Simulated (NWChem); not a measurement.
## Energy and gradient calculation, with input and output: C4H3F3 (part 1 of 2)

System: C4H3F3, SMILES C=C(F)C(F)=CF.
Method: M06-2X/6-31G*, RKS (NWChem 7.2.2).

The geometry comes from this level: PBE0-D4/def2-TZVP.

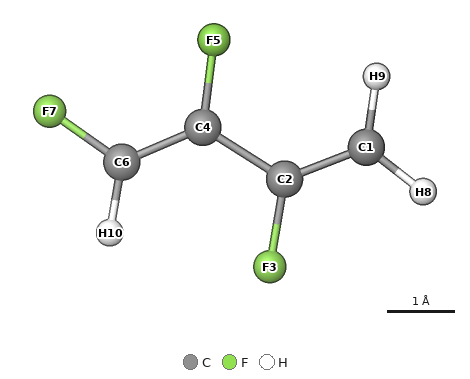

**Figure 1.** The input geometry (ball-and-stick view, seen on its broad side; atoms are numbered from 1 in the order of the input). Bond lengths as drawn: C–C 1.32 to 1.45 Å, C–F 1.33 to 1.34 Å and C–H 1.08 Å.

**Input file**
```
echo
start m1
title "C4H3F3"
memory total 8000 mb
charge 0

geometry units angstrom noautosym nocenter noautoz
C      0.886400    -0.382500    -1.613600
C      0.028600    -0.439900    -0.607700
F     -0.954500    -1.351000    -0.587000
C      0.016900     0.420800     0.560000
F      0.975100     1.344800     0.588000
C     -0.865900     0.328200     1.550300
F     -0.823700     1.146100     2.592400
H      0.809200    -1.073200    -2.441500
H      1.669700     0.360400    -1.607400
H     -1.658700    -0.404900     1.569500
end

basis spherical
C library 6-31G*
F library 6-31G*
H library 6-31G*
end

dft
xc m06-2x
mult 1
grid fine
convergence energy 1e-08
iterations 100
vectors input atomic
mulliken
noprint "final vectors analysis"
end

task dft gradient
```

Hardware: 56 threads of Arm Neoverse N1, 90 GiB of memory available, host not shared.

Command:
```bash
nwchem m1.nw > m1.out
```

**Log**
```
============================== echo of input deck ==============================
echo
start m1
title "C4H3F3"
memory total 8000 mb
charge 0

geometry units angstrom noautosym nocenter noautoz
C      0.886400    -0.382500    -1.613600
C      0.028600    -0.439900    -0.607700
F     -0.954500    -1.351000    -0.587000
C      0.016900     0.420800     0.560000
F      0.975100     1.344800     0.588000
C     -0.865900     0.328200     1.550300
F     -0.823700     1.146100     2.592400
H      0.809200    -1.073200    -2.441500
H      1.669700     0.360400    -1.607400
H     -1.658700    -0.404900     1.569500
end

basis spherical
C library 6-31G*
F library 6-31G*
H library 6-31G*
end

dft
xc m06-2x
mult 1
grid fine
convergence energy 1e-08
iterations 100
vectors input atomic
mulliken
noprint "final vectors analysis"
end

task dft gradient
================================================================================

             Northwest Computational Chemistry Package (NWChem) 7.2.2
             --------------------------------------------------------

           Job information
           ---------------

    nwchem branch   = 7.2.2
    use scalapack   = T
    input           = m1.nw
    prefix          = m1.
    data base       = ./m1.db
    status          = startup
    nproc           =        1

           Memory information
           ------------------

    heap     =  262143998 doubles =   2000.0 Mbytes
    stack    =  262143995 doubles =   2000.0 Mbytes
    global   =  524288000 doubles =   4000.0 Mbytes (distinct from heap & stack)
    total    = 1048575993 doubles =   8000.0 Mbytes
    verify   = yes
    hardfail = no

           Directory information
           ---------------------

  0 permanent = .
  0 scratch   = .

                                NWChem Input Module
                                -------------------

                                      C4H3F3
                                      ------

 Scaling coordinates for geometry "geometry" by  1.889725989
 (inverse scale =  0.529177249)

                             Geometry "geometry" -> ""
                             -------------------------

 Output coordinates in angstroms (scale by  1.889725989 to convert to a.u.)

  No.       Tag          Charge          X              Y              Z
 ---- ---------------- ---------- -------------- -------------- --------------
    1 C                    6.0000     0.88640000    -0.38250000    -1.61360000
    2 C                    6.0000     0.02860000    -0.43990000    -0.60770000
    3 F                    9.0000    -0.95450000    -1.35100000    -0.58700000
    4 C                    6.0000     0.01690000     0.42080000     0.56000000
    5 F                    9.0000     0.97510000     1.34480000     0.58800000
    6 C                    6.0000    -0.86590000     0.32820000     1.55030000
    7 F                    9.0000    -0.82370000     1.14610000     2.59240000
    8 H                    1.0000     0.80920000    -1.07320000    -2.44150000
    9 H                    1.0000     1.66970000     0.36040000    -1.60740000
   10 H                    1.0000    -1.65870000    -0.40490000     1.56950000

      Atomic Mass
      -----------

      C                 12.000000
      F                 18.998400
      H                  1.007825

 Effective nuclear repulsion energy (a.u.)     294.7031916401

            Nuclear Dipole moment (a.u.)
            ----------------------------
        X                 Y               Z
 ---------------- ---------------- ----------------
   -11.3604657255    16.4425058266    38.1633942846

            XYZ format geometry
            -------------------
    10
 geometry
 C                     0.88640000    -0.38250000    -1.61360000
 C                     0.02860000    -0.43990000    -0.60770000
 F                    -0.95450000    -1.35100000    -0.58700000
 C                     0.01690000     0.42080000     0.56000000
 F                     0.97510000     1.34480000     0.58800000
 C                    -0.86590000     0.32820000     1.55030000
 F                    -0.82370000     1.14610000     2.59240000
 H                     0.80920000    -1.07320000    -2.44150000
 H                     1.66970000     0.36040000    -1.60740000
 H                    -1.65870000    -0.40490000     1.56950000

 ==============================================================================
                                internuclear distances
 ------------------------------------------------------------------------------
       center one      |      center two      | atomic units |  angstroms
 ------------------------------------------------------------------------------
    2 C                |   1 C                |     2.50055  |     1.32323
    3 F                |   2 C                |     2.53323  |     1.34053
    4 C                |   2 C                |     2.74138  |     1.45068
    5 F                |   4 C                |     2.51604  |     1.33143
    6 C                |   4 C                |     2.51313  |     1.32989
    7 F                |   6 C                |     2.50466  |     1.32541
    8 H                |   1 C                |     2.04269  |     1.08095
    9 H                |   1 C                |     2.04011  |     1.07958
   10 H                |   6 C                |     2.04085  |     1.07997
 ------------------------------------------------------------------------------
                         number of included internuclear distances:          9
 ==============================================================================

 ==============================================================================
                                 internuclear angles
 ------------------------------------------------------------------------------
        center 1       |       center 2       |       center 3       |  degrees
 ------------------------------------------------------------------------------
    2 C                |   1 C                |   8 H                |   120.54
    2 C                |   1 C                |   9 H                |   119.72
    8 H                |   1 C                |   9 H                |   119.73
    1 C                |   2 C                |   3 F                |   121.11
    1 C                |   2 C                |   4 C                |   126.26
    3 F                |   2 C                |   4 C                |   112.64
    2 C                |   4 C                |   5 F                |   115.02
    2 C                |   4 C                |   6 C                |   124.29
    5 F                |   4 C                |   6 C                |   120.69
    4 C                |   6 C                |   7 F                |   121.42
    4 C                |   6 C                |  10 H                |   123.22
    7 F                |   6 C                |  10 H                |   115.36
 ------------------------------------------------------------------------------
                            number of included internuclear angles:         12
 ==============================================================================

                      Basis "ao basis" -> "" (spherical)
                      -----
  [basis functions not shown]

 Summary of "ao basis" -> "" (spherical)
 ------------------------------------------------------------------------------
       Tag                 Description            Shells   Functions and Types
 ---------------- ------------------------------  ------  ---------------------
 C                           6-31G*                  6       14   3s2p1d
 F                           6-31G*                  6       14   3s2p1d
 H                           6-31G*                  2        2   2s

                                 NWChem DFT Module
                                 -----------------

                                      C4H3F3

 Summary of "ao basis" -> "ao basis" (spherical)
 ------------------------------------------------------------------------------
       Tag                 Description            Shells   Functions and Types
 ---------------- ------------------------------  ------  ---------------------
 C                           6-31G*                  6       14   3s2p1d
 F                           6-31G*                  6       14   3s2p1d
 H                           6-31G*                  2        2   2s

  Caching 1-el integrals
  itol2e modified to match energy
  convergence criterion.
  tol_rho modified to match energy
  convergence criterion.

            General Information
            -------------------
          SCF calculation type: DFT
          Wavefunction type:  closed shell.
          No. of atoms     :    10
          No. of electrons :    54
           Alpha electrons :    27
            Beta electrons :    27
          Charge           :     0
          Spin multiplicity:     1
          Use of symmetry is: off; symmetry adaption is: off
          Maximum number of iterations: 100
          AO basis - number of functions:   104
                     number of shells:    48
          Convergence on energy requested:  1.00D-08
          Convergence on density requested:  1.00D-05
          Convergence on gradient requested:  5.00D-04

              XC Information
              --------------
                       M06-2X Method XC Functional
                     Hartree-Fock (Exact) Exchange  0.540
                        M06-2X Exchange Functional  1.000
                      M06-2X Correlation Potential  1.000
```
